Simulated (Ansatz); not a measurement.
# Work function of Ca(111): what the settings cost and change, part 2 of 2

How thick a slab and how much vacuum does the work function of Ca(111) need?

Ansatz 0.2.0; plane-wave DFT, PBE, Ansatz PAW.

So far, work function, upper face (eV): step 2 (run, setting 1 layer) 2.84; step 4 (run, 3 atoms) 3.00; step 5 (slab, 4 atoms) 3.01; step 6 (run, 5 atoms) 3.00; step 7 (run, 6 atoms) 3.00.

### Step 8. Run, 8 atoms

System of this step: Ca(111). The cell holds 8 atoms: 8 Ca. Its edges and angles: a = 3.946 Å, b = 3.946 Å, c = 40.551 Å, α = 90.0°, β = 90.0°, γ = 60.0°. Vacuum lies along c.

File input.yaml:

```yaml
crystal:
  lattice:
    - [3.945655839, 0.0, 0.0]
    - [1.9728279195, 3.4170381912, 0.0]
    - [0.0, 0.0, 40.5513015145]
  atoms:
    - { symbol: Ca, position: [0.6666666667, 0.6666666667, 0.2219410885] }
    - { symbol: Ca, position: [0.0, 0.0, 0.3013864918] }
    - { symbol: Ca, position: [0.3333333333, 0.3333333333, 0.3808318951] }
    - { symbol: Ca, position: [0.6666666667, 0.6666666667, 0.4602772984] }
    - { symbol: Ca, position: [0.0, 0.0, 0.5397227016] }
    - { symbol: Ca, position: [0.3333333333, 0.3333333333, 0.6191681049] }
    - { symbol: Ca, position: [0.6666666667, 0.6666666667, 0.6986135082] }
    - { symbol: Ca, position: [0.0, 0.0, 0.7780589115] }
kpoints:
  mp_grid: { grid: [12, 12, 1] }
hamiltonian:
  xc: pbe
scf:
  occupations: { method: fermi_dirac, width: 0.1 }
  convergence: { dr2_threshold: 1.0e-09 }
efield:
  axis: 3
  dipole_correction: true
  ramp_position: 0.97
  ramp_width: 0.06
output:
  write_potential: true
  write_density: true
  volumetric_format: npy
```

Command:

```bash
> ansatz run input.yaml --threads 2 --pin off --max-ram 3072MiB --backend cpu --events-out ev --progress --plain --runs-dir out
```

Numbers of over 12 decimals in the logs are rounded to 6 here.

Log:

```text
[...]
Crystal: 8 atoms, lattice volume = 546.731 Å³
Basis set: ecut = 420 eV, 10827 PW (Γ)
Bands: 48, of which v1, the nominal top of the filled ones, is band 40 counted from 1 (39 counted from 0)
Symmetry: 6 space group operations
k-points: 19 of 144 (time reversal used)
[...]
k-point 0: bands = [... 36 lower, -0.7510, -0.2546, 0.2711, 0.7656, 1.8663, 2.1301, 2.4763, 2.7953, ... 12 higher]
  k-point 1: bands = [... 36 lower, -0.6547, -0.1603, 0.3643, 0.8611, 1.8855, 2.1637, 2.5111, 2.8225, ... 12 higher]
  k-point 2: bands = [... 36 lower, -0.3739, 0.1129, 0.6317, 1.1319, 1.9441, 2.2615, 2.6045, 2.8875, ... 12 higher]
  k-point 18: bands = [... 36 lower, 1.9052, 1.9052, 1.9835, 2.0578, 2.0578, 2.2195, 2.2744, 2.2744, ... 12 higher]
[key lines of the parts left out:]
SCF converged after 10 iterations
Free energy (F): -14534.264715 eV
Fermi energy:    2.005394 eV
Dipole field:    D = 0.000001 V/Å  (p = 0.000002 e·Å, saw-weighted, corrected)
Work function:   Φ+ = 2.9939 eV   Φ− = 2.9939 eV
```

Elapsed: 44 s, on 2 threads of Arm Neoverse V2, shared host; peak memory 1 GiB.

The work function is 2.994 eV, -0.004 eV from the run “6 layers”, at 1.8 times its CPU time.

### Step 9. Run, 10 atoms

System of this step: Ca(111). The cell holds 10 atoms: 10 Ca. Its edges and angles: a = 3.946 Å, b = 3.946 Å, c = 46.995 Å, α = 90.0°, β = 90.0°, γ = 60.0°. Vacuum lies along c.

input.yaml, the sections that differ from step 8:

```yaml
crystal:
  lattice:
    - [3.945655839, 0.0, 0.0]
    - [1.9728279195, 3.4170381912, 0.0]
    - [0.0, 0.0, 46.9945305187]
  atoms:
    - { symbol: Ca, position: [0.0, 0.0, 0.1915116483] }
    - { symbol: Ca, position: [0.3333333333, 0.3333333333, 0.2600646153] }
    - { symbol: Ca, position: [0.6666666667, 0.6666666667, 0.3286175824] }
    - { symbol: Ca, position: [0.0, 0.0, 0.3971705494] }
    - { symbol: Ca, position: [0.3333333333, 0.3333333333, 0.4657235165] }
    - { symbol: Ca, position: [0.6666666667, 0.6666666667, 0.5342764835] }
    - { symbol: Ca, position: [0.0, 0.0, 0.6028294506] }
    - { symbol: Ca, position: [0.3333333333, 0.3333333333, 0.6713824176] }
    - { symbol: Ca, position: [0.6666666667, 0.6666666667, 0.7399353847] }
    - { symbol: Ca, position: [0.0, 0.0, 0.8084883517] }
# kpoints, hamiltonian, scf, efield, output: as in step 8
```

Log:

```text
[...]
Crystal: 10 atoms, lattice volume = 633.602 Å³
Basis set: ecut = 420 eV, 12505 PW (Γ)
Bands: 60, of which v1, the nominal top of the filled ones, is band 50 counted from 1 (49 counted from 0)
Symmetry: 6 space group operations
k-points: 19 of 144 (time reversal used)
[...]
k-point 0: bands = [... 46 lower, -0.0214, 0.4030, 0.8302, 1.2154, 2.2334, 2.4342, 2.7263, 3.0073, ... 16 higher]
  k-point 1: bands = [... 46 lower, 0.0728, 0.4957, 0.9227, 1.3115, 2.2511, 2.4645, 2.7596, 3.0369, ... 16 higher]
  k-point 2: bands = [... 46 lower, 0.3462, 0.7630, 1.1867, 1.5829, 2.3062, 2.5552, 2.8529, 3.1140, ... 16 higher]
  k-point 18: bands = [... 46 lower, 2.3213, 2.3213, 2.3411, 2.4394, 2.4394, 2.5458, 2.6177, 2.6177, ... 16 higher]
[key lines of the parts left out:]
SCF converged after 10 iterations
Free energy (F): -18168.023012 eV
Fermi energy:    2.380759 eV
Dipole field:    D = -0.000000 V/Å  (p = -0.000001 e·Å, saw-weighted, corrected)
Work function:   Φ+ = 2.9942 eV   Φ− = 2.9942 eV
```

Elapsed: 71 s, on 2 threads; peak memory 1.4 GiB.

The work function is 2.994 eV, +0.000 eV from the run “8 layers”, at 1.6 times its CPU time.

### Step 10. Run, 13 atoms

System of this step: Ca(111). The cell holds 13 atoms: 13 Ca. Cell: a = 3.946 Å, b = 3.946 Å, c = 56.659 Å, α = 90.0°, β = 90.0°, γ = 60.0°. Vacuum lies along c.

input.yaml, the sections that differ from step 9:

```yaml
crystal:
  lattice:
    - [3.945655839, 0.0, 0.0]
    - [1.9728279195, 3.4170381912, 0.0]
    - [0.0, 0.0, 56.6593740249]
  atoms:
    - { symbol: Ca, position: [0.0, 0.0, 0.1588439716] }
    - { symbol: Ca, position: [0.3333333333, 0.3333333333, 0.2157033097] }
    - { symbol: Ca, position: [0.6666666667, 0.6666666667, 0.2725626478] }
    - { symbol: Ca, position: [0.0, 0.0, 0.3294219858] }
    - { symbol: Ca, position: [0.3333333333, 0.3333333333, 0.3862813239] }
    - { symbol: Ca, position: [0.6666666667, 0.6666666667, 0.4431406619] }
    - { symbol: Ca, position: [0.0, 0.0, 0.5] }
    - { symbol: Ca, position: [0.3333333333, 0.3333333333, 0.5568593381] }
    - { symbol: Ca, position: [0.6666666667, 0.6666666667, 0.6137186761] }
    - { symbol: Ca, position: [0.0, 0.0, 0.6705780142] }
    - { symbol: Ca, position: [0.3333333333, 0.3333333333, 0.7274373522] }
    - { symbol: Ca, position: [0.6666666667, 0.6666666667, 0.7842966903] }
    - { symbol: Ca, position: [0.0, 0.0, 0.8411560284] }
# kpoints, hamiltonian, scf, efield, output: as in step 9
```

Log:

```text
[...]
Crystal: 13 atoms, lattice volume = 763.908 Å³
Basis set: ecut = 420 eV, 15105 PW (Γ)
Bands: 78, of which v1, the nominal top of the filled ones, is band 65 counted from 1 (64 counted from 0)
Symmetry: 6 space group operations
k-points: 19 of 144 (time reversal used)
[...]
k-point 0: bands = [... 61 lower, 0.7408, 1.0778, 1.4040, 1.6836, 2.6282, 2.7696, 2.9972, 3.2335, ... 22 higher]
  k-point 1: bands = [... 61 lower, 0.8330, 1.1694, 1.4965, 1.7807, 2.6446, 2.7960, 3.0281, 3.2637, ... 22 higher]
  k-point 2: bands = [... 61 lower, 1.0988, 1.4313, 1.7586, 2.0545, 2.6963, 2.8782, 3.1190, 3.3476, ... 22 higher]
  k-point 18: bands = [... 61 lower, 2.7441, 2.7441, 2.7575, 2.8398, 2.8398, 2.9304, 2.9784, 2.9784, ... 22 higher]
[key lines of the parts left out:]
SCF converged after 10 iterations
Free energy (F): -23618.660834 eV
Fermi energy:    2.784133 eV
Dipole field:    D = 0.000000 V/Å  (p = 0.000000 e·Å, saw-weighted, corrected)
Work function:   Φ+ = 2.9946 eV   Φ− = 2.9947 eV
```

Run time: 2.1 min. Hardware: 2 threads; peak memory 1.9 GiB; 4.2 min of CPU time.

The work function is 2.995 eV, +0.000 eV from the run “10 layers”, at 1.8 times its CPU time.

### Step 11. Run, 7 atoms

System of this step: Ca(111). The cell holds 7 atoms: 7 Ca. Cell: a = 3.946 Å, b = 3.946 Å, c = 29.330 Å, α = 90.0°, β = 90.0°, γ = 60.0°. Vacuum lies along c.

input.yaml, the sections that differ from step 10:

```yaml
crystal:
  lattice:
    - [3.945655839, 0.0, 0.0]
    - [1.9728279195, 3.4170381912, 0.0]
    - [0.0, 0.0, 29.3296870125]
  atoms:
    - { symbol: Ca, position: [0.0, 0.0, 0.1704757367] }
    - { symbol: Ca, position: [0.3333333333, 0.3333333333, 0.2803171578] }
    - { symbol: Ca, position: [0.6666666667, 0.6666666667, 0.3901585789] }
    - { symbol: Ca, position: [0.0, 0.0, 0.5] }
    - { symbol: Ca, position: [0.3333333333, 0.3333333333, 0.6098414211] }
    - { symbol: Ca, position: [0.6666666667, 0.6666666667, 0.7196828422] }
    - { symbol: Ca, position: [0.0, 0.0, 0.8295242633] }
# kpoints, hamiltonian, scf, efield, output: as in step 10
```

Log:

```text
[...]
Crystal: 7 atoms, lattice volume = 395.436 Å³
Basis set: ecut = 420 eV, 7815 PW (Γ)
Bands: 42, of which v1, the nominal top of the filled ones, is band 35 counted from 1 (34 counted from 0)
Symmetry: 6 space group operations
k-points: 19 of 144 (time reversal used)
[...]
k-point 0: bands = [... 31 lower, 0.0869, 0.6166, 1.2072, 1.7728, 2.9470, 3.2100, 3.6548, 3.9307, ... 10 higher]
  k-point 1: bands = [... 31 lower, 0.1845, 0.7120, 1.3011, 1.8680, 2.9659, 3.2492, 3.6865, 3.9572, ... 10 higher]
  k-point 2: bands = [... 31 lower, 0.4698, 0.9892, 1.5714, 2.1389, 3.0242, 3.3599, 3.7683, 4.0199, ... 10 higher]
  k-point 18: bands = [... 31 lower, 2.9754, 2.9754, 3.0049, 3.1329, 3.1329, 3.2698, 3.3910, 3.3910, ... 10 higher]
[key lines of the parts left out:]
SCF converged after 10 iterations
Free energy (F): -12717.384794 eV
Fermi energy:    3.069126 eV
Dipole field:    D = 0.000001 V/Å  (p = 0.000001 e·Å, saw-weighted, corrected)
Work function:   Φ+ = 2.9438 eV (in doubt: plateau slope 1.8e-1 eV/Å)   Φ− = 2.9439 eV (in doubt: plateau slope 1.8e-1 eV/Å)
```

It took 25 s on 2 threads; peak memory 0.74 GiB.

The work function is 2.944 eV. The program marks this work function as in doubt.

### Step 12. Slab, 7 atoms

The cell differs from the one that the last finished run ended in (c 29.330 → 33.330 Å).

input.yaml, the sections that differ from step 11:

```yaml
crystal:
  lattice:
    - [3.945655839, 0.0, 0.0]
    - [1.9728279195, 3.4170381912, 0.0]
    - [0.0, 0.0, 33.3296870125]
  atoms:
    - { symbol: Ca, position: [0.0, 0.0, 0.2100229743] }
    - { symbol: Ca, position: [0.3333333333, 0.3333333333, 0.3066819829] }
    - { symbol: Ca, position: [0.6666666667, 0.6666666667, 0.4033409914] }
    - { symbol: Ca, position: [0.0, 0.0, 0.5] }
    - { symbol: Ca, position: [0.3333333333, 0.3333333333, 0.5966590086] }
    - { symbol: Ca, position: [0.6666666667, 0.6666666667, 0.6933180171] }
    - { symbol: Ca, position: [0.0, 0.0, 0.7899770257] }
# kpoints, hamiltonian, scf, efield, output: as in step 11
```

Log:

```text
[...]
Crystal: 7 atoms, lattice volume = 449.366 Å³
Basis set: ecut = 420 eV, 8895 PW (Γ)
Bands: 42, of which v1, the nominal top of the filled ones, is band 35 counted from 1 (34 counted from 0)
Symmetry: 6 space group operations
k-points: 19 of 144 (time reversal used)
[...]
k-point 0: bands = [... 31 lower, -0.6416, -0.1106, 0.4777, 1.0466, 2.2076, 2.5121, 2.8925, 3.2324, ... 10 higher]
  k-point 1: bands = [... 31 lower, -0.5440, -0.0152, 0.5715, 1.1420, 2.2277, 2.5480, 2.9275, 3.2574, ... 10 higher]
  k-point 2: bands = [... 31 lower, -0.2587, 0.2621, 0.8418, 1.4133, 2.2887, 2.6504, 3.0190, 3.3124, ... 10 higher]
  k-point 18: bands = [... 31 lower, 2.2472, 2.2472, 2.2767, 2.4048, 2.4048, 2.5417, 2.6628, 2.6628, ... 10 higher]
[key lines of the parts left out:]
SCF converged after 10 iterations
Free energy (F): -12717.385240 eV
Fermi energy:    2.340722 eV
Dipole field:    D = -0.000001 V/Å  (p = -0.000002 e·Å, saw-weighted, corrected)
Work function:   Φ+ = 2.9927 eV   Φ− = 2.9930 eV
```

Wall time 30 s (2 threads); peak memory 0.81 GiB.

The work function is 2.993 eV, +0.049 eV from the run “7 layers, 10 Å of vacuum”, at 1.2 times its CPU time.

### Step 13. Slab, 7 atoms (run 2)

The cell differs from the one that the last finished run ended in (c 33.330 → 45.330 Å).

input.yaml, the sections that differ from step 12:

```yaml
crystal:
  lattice:
    - [3.945655839, 0.0, 0.0]
    - [1.9728279195, 3.4170381912, 0.0]
    - [0.0, 0.0, 45.3296870125]
  atoms:
    - { symbol: Ca, position: [0.0, 0.0, 0.2867877732] }
    - { symbol: Ca, position: [0.3333333333, 0.3333333333, 0.3578585155] }
    - { symbol: Ca, position: [0.6666666667, 0.6666666667, 0.4289292577] }
    - { symbol: Ca, position: [0.0, 0.0, 0.5] }
    - { symbol: Ca, position: [0.3333333333, 0.3333333333, 0.5710707423] }
    - { symbol: Ca, position: [0.6666666667, 0.6666666667, 0.6421414845] }
    - { symbol: Ca, position: [0.0, 0.0, 0.7132122268] }
# kpoints, hamiltonian, scf, efield, output: as in step 12
```

Log:

```text
[...]
Crystal: 7 atoms, lattice volume = 611.156 Å³
Basis set: ecut = 420 eV, 12091 PW (Γ)
Bands: 42, of which v1, the nominal top of the filled ones, is band 35 counted from 1 (34 counted from 0)
Symmetry: 6 space group operations
k-points: 19 of 144 (time reversal used)
[...]
k-point 1: bands = [... 31 lower, -1.9565, -1.4277, -0.8411, -0.2705, 0.8148, 1.1366, 1.5131, 1.8472, ... 10 higher]
  k-point 2: bands = [... 31 lower, -1.6713, -1.1505, -0.5708, 0.0008, 0.8759, 1.2385, 1.6053, 1.9012, ... 10 higher]
  k-point 18: bands = [... 31 lower, 0.8346, 0.8346, 0.8641, 0.9922, 0.9922, 1.1291, 1.2503, 1.2503, ... 10 higher]
[key lines of the parts left out:]
SCF converged after 10 iterations
Free energy (F): -12717.385283 eV
Fermi energy:    0.928131 eV
Dipole field:    D = -0.000001 V/Å  (p = -0.000002 e·Å, saw-weighted, corrected)
Work function:   Φ+ = 2.9948 eV   Φ− = 2.9948 eV
```

The job ended after 44 s (2 threads; peak memory 1 GiB).

The work function is 2.995 eV, +0.002 eV from the run “7 layers, 14 Å of vacuum”, at 1.5 times its CPU time.

### Step 14. The series together

Times are for 2 threads of Arm Neoverse V2, shared host. The series side by side:

```
no.                   setting  work function, upper face (eV)     time  memory (GiB)
  1                   1 layer                           2.843      3 s           0.4
  2                  2 layers                           2.961    4.7 s          0.42
  3                  3 layers                           3.004    8.7 s           0.5
  4                  4 layers                           3.011     12 s          0.56
  5                  5 layers                           3.004     19 s          0.66
  6                  6 layers                           2.998     25 s          0.77
  7                  8 layers                           2.994     44 s           1.0
  8                 10 layers                           2.994     71 s           1.4
  9                 13 layers                           2.995  2.1 min           1.9
 10  7 layers, 10 Å of vacuum                           2.944     25 s          0.74
 11  7 layers, 14 Å of vacuum                           2.993     30 s          0.81
 12  7 layers, 26 Å of vacuum                           2.995     44 s           1.0
```

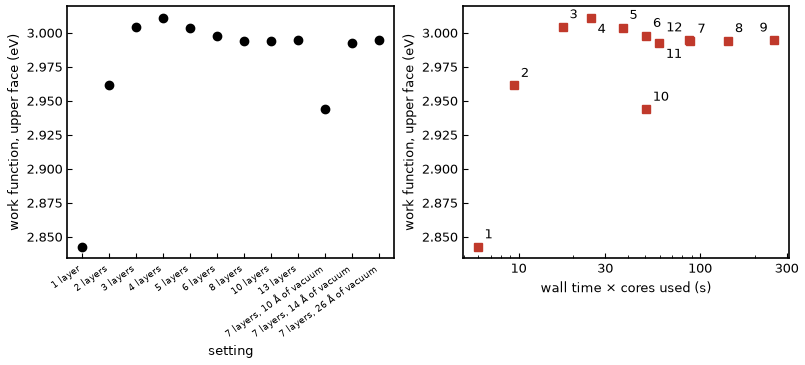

The series as plots; the last panel sets the first result against cost, with the runs numbered as in the table.

### Step 15. A changed input

System of this step: Ca(111) monolayer. The cell holds 1 atom: 1 Ca. Cell: a = 3.946 Å, b = 3.946 Å, c = 18.000 Å, α = 90.0°, β = 90.0°, γ = 60.0°. Vacuum lies along c.

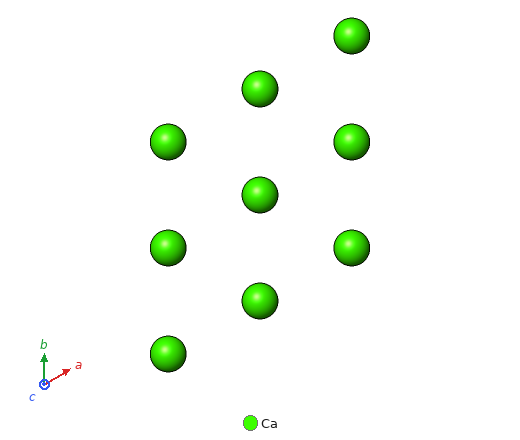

The cell of this step (calcium green). 3×3×1 cells are drawn.

An input spoilt on purpose, to show how the run answers: it repeats the earlier run “1 layer” with scf.occupations from method: fermi_dirac, width: 0.1 to method: fermi_dirac, width: 5.0, and scf.max_iter set to 75; its output block differs too.

input.yaml, the sections that differ from step 13:

```yaml
crystal:
  lattice:
    - [3.945655839, 0.0, 0.0]
    - [1.9728279195, 3.4170381912, 0.0]
    - [0.0, 0.0, 18.0]
  atoms:
    - { symbol: Ca, position: [0.6666666667, 0.6666666667, 0.5] }
scf:
  occupations: { method: fermi_dirac, width: 5.0 }
  convergence: { dr2_threshold: 1.0e-09 }
  max_iter: 75
# kpoints, hamiltonian, efield, output: as in step 13
```

Log:

```text
band count auto-derived: 379 (N_el = 10.0; filled up to band 5; 9 by the electrons, moments and atoms)
[...]
Crystal: 1 atoms, lattice volume = 242.684 Å³
Basis set: ecut = 420 eV, 4789 PW (Γ)
Bands: 379, of which v1, the nominal top of the filled ones, is band 5 counted from 1 (4 counted from 0)
Symmetry: 12 space group operations
k-points: 19 of 144
[...]
SCF iter   1: F=—  HF=-1849.946548 eV  |F-HF|=—  |Δ(HF+E_count)|=         —  Δρ=1.24e-2  dr2=9.35e0  ethr=1.77e-3  p=-0.000 e·Å  D=-8.05e-16 V/Å  ΔV_dip=0.00 eV  dr2_dipole=7.38e-13  V_vac-E_F(+/−)=13.75/13.75 eV  ⟨swp⟩=6.8  Hψ=35991  notcnv=0
[...]
SCF iter   9: F=-1847.530808 eV  HF=-1847.530808 eV  |F-HF|=2.66e-11  |Δ(HF+E_count)|=  8.46e-11  Δρ=7.98e-8  dr2=3.00e-11  ethr=2.91e-12  p=0.000 e·Å  D=5.53e-8 V/Å  ΔV_dip=-0.00 eV  dr2_dipole=5.68e-13  V_vac-E_F(+/−)=21.55/21.59 eV  ⟨swp⟩=1.0  Hψ=15204  notcnv=0
[...]
SCF 1 converged in 9 iterations: F = -1847.530808 eV  dr2 = 3.00e-11
[...]
SCF converged after 9 iterations
Free energy (F): -1847.530808 eV
[...]
Internal energy: -1794.785217 eV  (E = F + TS)
E sigma→0 (E₀):  -1821.158012 eV
Entropy (-TS):   -52.745591 eV (-52745.591 meV/atom)
Fermi energy:    -16.217392 eV
Dipole field:    D = -0.000001 V/Å  (p = -0.000001 e·Å, saw-weighted, corrected)
Work function:   Φ+ = 21.5513 eV (in doubt: plateau slope 4.0e-1 eV/Å)   Φ− = 21.5898 eV (in doubt: plateau slope 3.6e-1 eV/Å)
[...]
--- Band table (eV; the first three rows and the last of 19) ---
  k-point 0: bands = [... 1 lower, -30.6804, -30.6804, -30.5799, -9.8771, -5.4826, -5.2782, -5.2782, -5.1423, ... 370 higher]
  k-point 1: bands = [... 1 lower, -30.6869, -30.6820, -30.5791, -9.7678, -5.5134, -5.3823, -5.2030, -5.0993, ... 370 higher]
  k-point 2: bands = [... 1 lower, -30.7047, -30.6862, -30.5769, -9.4480, -5.6457, -5.5880, -4.9847, -4.9781, ... 370 higher]
  k-point 18: bands = [... 1 lower, -30.7478, -30.7478, -30.5666, -6.6880, -6.6880, -5.2617, -5.2617, -4.4149, ... 370 higher]
```

It took 2.9 min on 2 threads; peak memory 2.2 GiB.

| quantity | this run | earlier run | difference |
| --- | --- | --- | --- |
| work function, upper face (eV) | 21.55 | 2.843 | 19 |

It moves by +18.7 eV.

With this change the program also warns of density in the ramp of the sawtooth; these numbers are not the system's.

### Step 16. Outcome

* work function, 1 layer: 2.843 eV
* work function, 4 layers: 3.011 eV
* work function, 6 layers: 2.998 eV
* work function, 13 layers: 2.995 eV

**Reading.** The thickest slab gives 2.99 eV, and the settings tried spread the value from 2.84 to 3.01 eV. At 18 Å of vacuum, the slabs from 2 layers on stay within 0.04 eV of the thickest. Going from 10 to 26 Å of vacuum moves it by 0.051 eV. The program marks the value as in doubt in “7 layers, 10 Å of vacuum”. The ladder's slabs use the tabulated experimental lattice constant (two decimals; a low-temperature value for the alkali metals). In 2 runs of the series (7 layers, 10 Å of vacuum and 7 layers, 14 Å of vacuum) the program warns that electrons reach the sawtooth's ramp, which makes dipole and work function less sure.

[Logs are printed without paths, hosts, clocks, repeated set-up lines and the standing remarks that a program may print on its own settings, such as how far it seeks lower states.]

[Hosts, paths, dates, database ids (printed as entryN), source tags and the programs' standing remarks are cut or masked in the printed files.]

[Maps of the electrostatic potential energy from Ansatz leave out the sawtooth potential of an applied field or a dipole correction, so their vacuum need not be flat; planar profiles and work functions include it.]
